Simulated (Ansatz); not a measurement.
```xyz
8

Ge   -0.0017    0.0026   -0.8364
C     0.0022   -0.0033    1.0729
H    -1.0321    0.0472    1.4389
H     0.5651    0.8660    1.4382
H     0.4756   -0.9267    1.4328
F     1.5751   -0.0224   -1.5188
F    -0.7686    1.3850   -1.5096
F    -0.8156   -1.3485   -1.5180
```

Geometry: PBE0-D4/def2-SVP.

Method: RKS PBE0-D4/def2-TZVP (Ansatz).

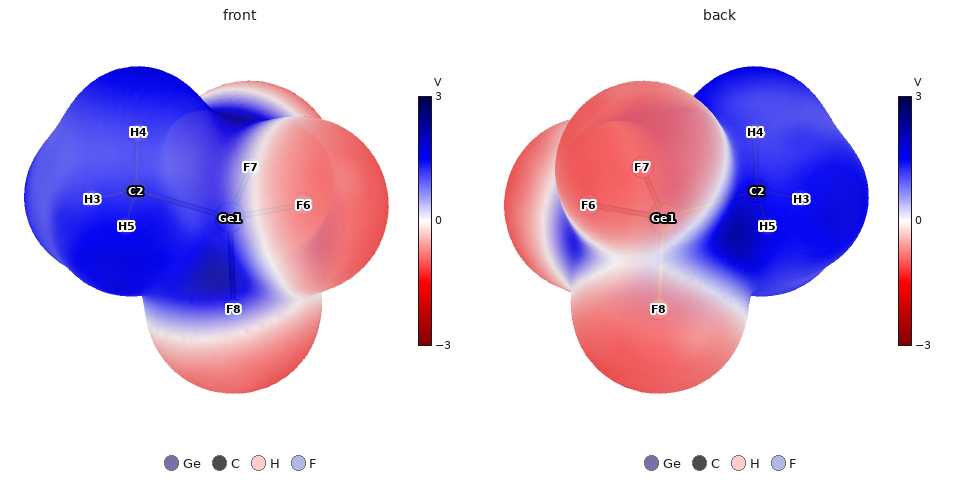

CH3F3Ge (GeMeF3). The molecular electrostatic potential painted on the density surface at 0.002 e/bohr³, seen from the front and from behind; the colour scale runs from red (negative) to blue (positive).

Describe the electrostatic potential map.

Answer. The most negative region (about −1.0 V) lies over F6, F7 and F8, the most positive (about +2.2 V) over Ge1.
